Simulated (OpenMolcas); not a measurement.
# One shape, several levels: Si4H10 (SMILES [SiH3][SiH]([SiH3])[SiH3])

Wanted: a comparison of 6 runs (HF/3-21G, M06-2X/6-31G*, PBE0/6-31G*, SVWN5/6-31G*, revPBE/6-31G*, B3LYP/6-31G*) of Si4H10. 

The calculation is run with OpenMolcas 26.06.

1 further run of the same task is left out (set aside as unsound or not needed).

### Step 1. The structure to begin with

The species is Si4H10 (14 atoms), meant as a singlet with charge 0. As SMILES, `[SiH3][SiH]([SiH3])[SiH3]`. The coordinates come from a PBE0-D4/def2-TZVP relaxation.

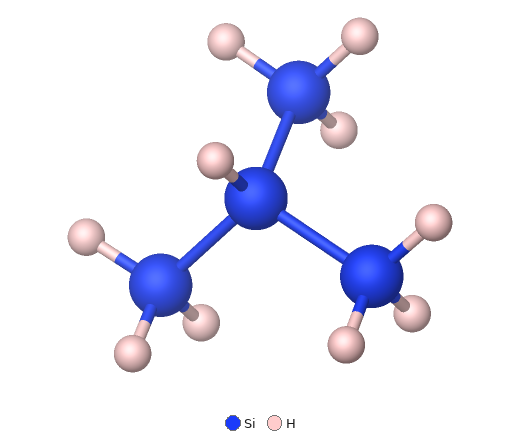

Viewed from a chosen angle; silicon blue, hydrogen pink.

### Step 2. Energy and forces at HF/3-21G (run 1)

The input, job.input:

```
&GATEWAY
 BASLIB=$CurrDir
 COORD
 14
 bohr
 Si    -2.99823947     0.84994212    -2.77453369
 Si    -0.82713312    -0.06296567     0.96198398
 Si     2.12405216     3.12020239     1.77840236
 Si     1.24729483    -3.94181752     0.56215573
 H     -4.89212299    -1.14882120    -3.34243419
 H     -4.32276741     3.32227081    -2.58081787
 H     -1.16339099     0.97859467    -4.90117478
 H     -2.66360677    -0.20250305     3.09788473
 H      3.95143622     3.25467530    -0.35426696
 H      3.54382230     2.58221626     4.14466072
 H      0.85534674     5.61624715     2.03238155
 H      2.65417703    -4.56841291     2.91426004
 H      3.07789143    -3.79485352    -1.56692311
 H     -0.58675996    -6.00475594     0.02844038
 BASIS=3-21G
 GROUP=NoSym

&SEWARD

&SCF
 THRESHOLDS=1e-10 1e-07 1e-07 1e-05
 PRORBITALS=0

&ALASKA
```

The basis set 3-21G is read from a file made from the Basis Set Exchange's data (not shown).

Command:

```bash
$ export MOLCAS_MEM=1860
$ pymolcas job.input > job.log
```

The program printed:

```text
--- Start Module: gateway ---
[...]
--- Stop Module: gateway /rc=_RC_ALL_IS_WELL_ ---
[...]
      Basis functions           72
[...]
--- Start Module: scf ---
[...]
       Convergence after  10 Iterations
[...]
::    Total SCF energy                              -1155.3605739422
[...]
      Total spin, S                                     0.0000000000
[...]
      Total electronic charge=   66.000000
      Total            charge=   -0.000000
[...]
      Dipole Moment (debye):
      Origin of the operator (angstrom)=   -0.0531   -0.0041    0.0618
                   X= -5.8228E-02               Y= -4.5078E-03               Z=  6.7729E-02           Total=  8.9431E-02
      Quadrupole Moment (debye*angstrom):
[...]
--- Stop Module: scf /rc=_RC_ALL_IS_WELL_ ---
[...]
--- Start Module: alaska ---
[...]
 *              Molecular gradients               *
 **************************************************
  Irreducible representation: a
 ------------------------------------------------------------------------------------------
                              X                       Y                       Z
 ------------------------------------------------------------------------------------------
  SI1               5.36033562237215E-03   -2.04574393826418E-03    8.01626876642736E-03
  SI2               6.11196570848360E-03    4.65837622108389E-04   -7.10348966977925E-03
  SI3              -6.29667734039341E-03   -7.21155994311218E-03   -2.34583085165063E-03
  SI4              -4.30115541695031E-03    8.85760793416956E-03    4.15188617035378E-04
  H5               -3.00295312332111E-05    4.76453991706816E-04    6.59705898538032E-05
  H6               -1.40727328003631E-04   -4.50769547592600E-04   -9.15907803645116E-05
  H7               -3.89782054744714E-04    4.69613951314951E-05   -7.84327549974151E-06
  H8               -2.10994355106298E-04   -1.43806510283229E-05    2.46994997714634E-04
[...]
--- Stop Module: alaska /rc=_RC_ALL_IS_WELL_ ---
[...]
```

Wall time 6 s (1 thread of Intel Xeon Platinum 8259CL at 2.50GHz (Skylake/Cascade Lake), shared host); peak memory 0.42 GiB.

### Step 3. Energy and forces at M06-2X/6-31G(d) (spherical functions) (run 2)

The input, mol.xyz:

```xyz
14

Si    -1.586600     0.449770    -1.468220
Si    -0.437700    -0.033320     0.509060
Si     1.124000     1.651140     0.941090
Si     0.660040    -2.085920     0.297480
H     -2.588800    -0.607930    -1.768740
H     -2.287510     1.758070    -1.365710
H     -0.615640     0.517850    -2.593590
H     -1.409520    -0.107160     1.639330
H      2.091010     1.722300    -0.187470
H      1.875310     1.366450     2.193260
H      0.452630     2.971990     1.075490
H      1.404530    -2.417500     1.542160
H      1.628750    -2.008150    -0.829180
H     -0.310500    -3.177580     0.015050
```

The input, test.inp:

```
&GATEWAY
  BasLib=$CurrDir
  Coord=mol.xyz
  Basis=6-31Gs
  Group=NoSym

&SEWARD
  GridInput
  Grid=UltraFine
  End of Grid

&SCF
  KSDFT=M062X
  Thresholds=1e-10 1e-07 1e-07 1e-05
  PrOrbitals=1 1

&ALASKA
```

The basis set 6-31G* is read from a file made from the Basis Set Exchange's data (not shown).

Command:

```bash
$ export MOLCAS_MEM=1860
$ pymolcas test.inp > test.log
```

The program printed:

```text
--- Start Module: gateway ---
[...]
--- Stop Module: gateway /rc=_RC_ALL_IS_WELL_ ---
[...]
      Basis functions           92
[...]
--- Start Module: scf ---
[...]
       Convergence after  11 Iterations
[...]
::    Total KS-DFT energy                           -1163.7643227266
[...]
      Total spin, S                                     0.0000000000
[...]
      Total electronic charge=   66.000000
      Total            charge=   -0.000000
[...]
      Dipole Moment (debye):
      Origin of the operator (angstrom)=   -0.0531   -0.0041    0.0618
                   X= -7.1717E-02               Y= -5.5758E-03               Z=  8.3429E-02           Total=  1.1016E-01
      Quadrupole Moment (debye*angstrom):
[...]
--- Stop Module: scf /rc=_RC_ALL_IS_WELL_ ---
[...]
--- Start Module: alaska ---
[...]
 *              Molecular gradients               *
 **************************************************
  Irreducible representation: a
 ------------------------------------------------------------------------------------------
                              X                       Y                       Z
 ------------------------------------------------------------------------------------------
  SI1               8.74948656775842E-04   -2.32244766925405E-04    6.51560216260449E-04
  SI2               5.94061965115245E-04    3.09433858573516E-05   -6.74753180969212E-04
  SI3              -4.52936513868352E-04   -7.94231727200057E-04   -5.90894879279880E-04
  SI4              -1.40351759140955E-04    1.05677992078412E-03   -2.88621432693592E-04
  H5               -9.25827421458081E-04   -9.25862175320535E-04   -6.31524653964544E-05
  H6               -6.19410352526106E-04    1.09509833787502E-03    2.66317304310357E-04
  H7                8.03102687697343E-04    3.68520829807095E-05   -8.31670425736952E-04
  H8               -7.24602357129456E-04   -5.12077738191175E-05    8.32511361273269E-04
[...]
--- Stop Module: alaska /rc=_RC_ALL_IS_WELL_ ---
[...]
```

It took 96 s on 1 thread of Intel Xeon Platinum 8259CL at 2.50GHz (Skylake/Cascade Lake), shared host; peak memory 0.51 GiB.

Run 3 isn't shown in full; the table further down has it.

### Step 4. Energy and forces at SVWN5/6-31G(d) (spherical functions) (run 4)

The input, geom.xyz:

```xyz
14

Si    -1.586600     0.449770    -1.468220
Si    -0.437700    -0.033320     0.509060
Si     1.124000     1.651140     0.941090
Si     0.660040    -2.085920     0.297480
H     -2.588800    -0.607930    -1.768740
H     -2.287510     1.758070    -1.365710
H     -0.615640     0.517850    -2.593590
H     -1.409520    -0.107160     1.639330
H      2.091010     1.722300    -0.187470
H      1.875310     1.366450     2.193260
H      0.452630     2.971990     1.075490
H      1.404530    -2.417500     1.542160
H      1.628750    -2.008150    -0.829180
H     -0.310500    -3.177580     0.015050
```

The input, test.inp:

```
>>> EXPORT MOLCAS_PRINT=2
&GATEWAY
BASLIB=$CurrDir
COORD=geom.xyz
BASIS=6-31Gs
GROUP=NoSym
&SEWARD
GRIDINPUT
Grid=UltraFine
End of Grid
&SCF
KSDFT=SVWN5
THRESHOLDS=1e-10 1e-07 1e-07 1e-05
PRORBITALS=1 1
&ALASKA
```

The basis set 6-31G* is read from a file made from the Basis Set Exchange's data (not shown).

Command:

```bash
$ export MOLCAS_MEM=1860
$ pymolcas test.inp > test.log
```

The program printed:

```text
--- Start Module: gateway ---
[...]
--- Stop Module: gateway /rc=_RC_ALL_IS_WELL_ ---
[...]
      Basis functions           92
[...]
--- Start Module: scf ---
[...]
       Convergence after  14 Iterations
[...]
::    Total KS-DFT energy                           -1159.1523744783
[...]
      Total spin, S                                     0.0000000000
[...]
      Total electronic charge=   66.000000
      Total            charge=   -0.000000
[...]
      Dipole Moment (debye):
      Origin of the operator (angstrom)=   -0.0531   -0.0041    0.0618
                   X= -5.5634E-02               Y= -4.2854E-03               Z=  6.4698E-02           Total=  8.5436E-02
      Quadrupole Moment (debye*angstrom):
[...]
--- Stop Module: scf /rc=_RC_ALL_IS_WELL_ ---
[...]
--- Start Module: alaska ---
[...]
 *              Molecular gradients               *
 **************************************************
  Irreducible representation: a
 ------------------------------------------------------------------------------------------
                              X                       Y                       Z
 ------------------------------------------------------------------------------------------
  SI1              -3.85424488571395E-03    1.67095386116545E-03   -6.92851447421816E-03
  SI2              -4.59056194847474E-03   -3.61286390347215E-04    5.33726894561326E-03
  SI3               5.48204468557323E-03    5.81457336696189E-03    1.36706306114043E-03
  SI4               3.89172738845556E-03   -7.05832099600734E-03   -8.53433640233381E-04
  H5                3.48585431935078E-03    3.47354391152610E-03    1.31973740566704E-03
  H6                2.48466276326731E-03   -4.45394241074570E-03   -3.09016556407637E-05
  H7               -3.04792253932407E-03   -2.84737553086833E-04    3.94023816934652E-03
  H8                3.22214500833695E-03    2.45048356011413E-04   -3.74636929483652E-03
[...]
--- Stop Module: alaska /rc=_RC_ALL_IS_WELL_ ---
[...]
```

It took 72 s on 1 thread of Intel Xeon Platinum 8259CL at 2.50GHz (Skylake/Cascade Lake), shared host; peak memory 0.51 GiB.

Run 5 isn't shown in full; the table further down has it.

### Step 5. Energy and gradient at B3LYP/6-31G(d) (Cartesian functions) (run 6)

The input, job.inp:

```
&GATEWAY
BasLib
$CurrDir
Coord
14
angstrom
Si      -1.586600       0.449770      -1.468220
Si      -0.437700      -0.033320       0.509060
Si       1.124000       1.651140       0.941090
Si       0.660040      -2.085920       0.297480
H       -2.588800      -0.607930      -1.768740
H       -2.287510       1.758070      -1.365710
H       -0.615640       0.517850      -2.593590
H       -1.409520      -0.107160       1.639330
H        2.091010       1.722300      -0.187470
H        1.875310       1.366450       2.193260
H        0.452630       2.971990       1.075490
H        1.404530      -2.417500       1.542160
H        1.628750      -2.008150      -0.829180
H       -0.310500      -3.177580       0.015050
Basis
6-31Gs
Group
NoSym
&SEWARD
GridInput
Grid=UltraFine
End of Grid
&SCF
KSDFT
B3LYP
Thresholds
1e-10 1e-07 1e-07 1e-05
PrOrbitals
1 1
&ALASKA
```

The basis set 6-31G* is read from a file made from the Basis Set Exchange's data (not shown).

Command:

```bash
$ export MOLCAS_MEM=1860
$ pymolcas job.inp > job.log
```

The program printed:

```text
--- Start Module: gateway ---
[...]
--- Stop Module: gateway /rc=_RC_ALL_IS_WELL_ ---
[...]
      Basis functions           96
[...]
--- Start Module: scf ---
[...]
       Convergence after  13 Iterations
[...]
::    Total KS-DFT energy                           -1163.9839094997
[...]
      Total spin, S                                     0.0000000000
[...]
      Total electronic charge=   66.000000
      Total            charge=   -0.000000
[...]
      Dipole Moment (debye):
      Origin of the operator (angstrom)=   -0.0531   -0.0041    0.0618
                   X= -9.1957E-02               Y= -7.0771E-03               Z=  1.0694E-01           Total=  1.4122E-01
      Quadrupole Moment (debye*angstrom):
[...]
--- Stop Module: scf /rc=_RC_ALL_IS_WELL_ ---
[...]
--- Start Module: alaska ---
[...]
 *              Molecular gradients               *
 **************************************************
  Irreducible representation: a
 ------------------------------------------------------------------------------------------
                              X                       Y                       Z
 ------------------------------------------------------------------------------------------
  SI1               1.58645459931961E-03   -4.26363426850429E-04    1.33056099816997E-03
  SI2               1.05150708572577E-03    7.16077661913062E-05   -1.22340897382411E-03
  SI3              -1.00924289149162E-03   -1.57397711738305E-03   -9.80147793821828E-04
  SI4              -5.60251270727008E-04    2.00531875188759E-03   -3.67031542003737E-04
  H5                5.60745920132888E-04    9.61046436800395E-05    6.70047566038390E-04
  H6                4.99799226863828E-04   -4.43454280184774E-04    5.77820555033859E-04
  H7                1.54510748746173E-04   -1.60770092453966E-04    8.16997041611423E-04
  H8                4.99936179426008E-04    3.84687092691016E-05   -5.79737449302620E-04
[...]
--- Stop Module: alaska /rc=_RC_ALL_IS_WELL_ ---
[...]
```

Wall time 93 s (1 thread of Intel Xeon Platinum 8259CL at 2.50GHz (Skylake/Cascade Lake), shared host); peak memory 0.53 GiB.

### Step 6. The series

| run | level | integration grid | Cartesian functions | energy (Eh) | dipole moment (D) | HOMO energy (eV) | LUMO energy (eV) | wall time |
| --- | --- | --- | --- | --- | --- | --- | --- | --- |
| 1 | HF/3-21G | – | no | -1155.360574 | 0.09 | -10.50 | 3.14 | 6 s |
| 2 | M06-2X/6-31G* (spherical functions) | UltraFine | no | -1163.764323 | 0.11 | -8.89 | 0.79 | 96 s |
| 3 | PBE0/6-31G* (spherical functions) | UltraFine | no | -1163.395446 | 0.10 | -7.98 | 0.04 | 84 s |
| 4 | SVWN5/6-31G* (spherical functions) | UltraFine | no | -1159.152374 | 0.09 | -6.92 | -0.88 | 72 s |
| 5 | revPBE/6-31G* (spherical functions) | UltraFine | no | -1163.645271 | 0.10 | -6.87 | -0.67 | 88 s |
| 6 | B3LYP/6-31G* (Cartesian functions) | UltraFine | yes | -1163.983909 | 0.14 | -7.73 | -0.07 | 93 s |

### Step 7. Results

```
                       quantity           value
            run 6: total energy  -1163.98391 Eh
           run 6: dipole moment          0.14 D
             run 6: HOMO energy        -7.73 eV
             run 6: LUMO energy        -0.07 eV
           run 6: HOMO–LUMO gap         7.66 eV
run 6: largest force on an atom      0.109 eV/Å
```

What this shows: The dipole moment (its size) runs from 0.09 D (SVWN5/6-31G*) to 0.14 D (B3LYP/6-31G*). The HOMO–LUMO gap runs from 6.03 eV (SVWN5/6-31G*) to 13.63 eV (HF/3-21G). The two ends differ in method and basis. Totals of different functionals can't be ranked against each other. All runs together took 7.3 min, the longest 96 s.
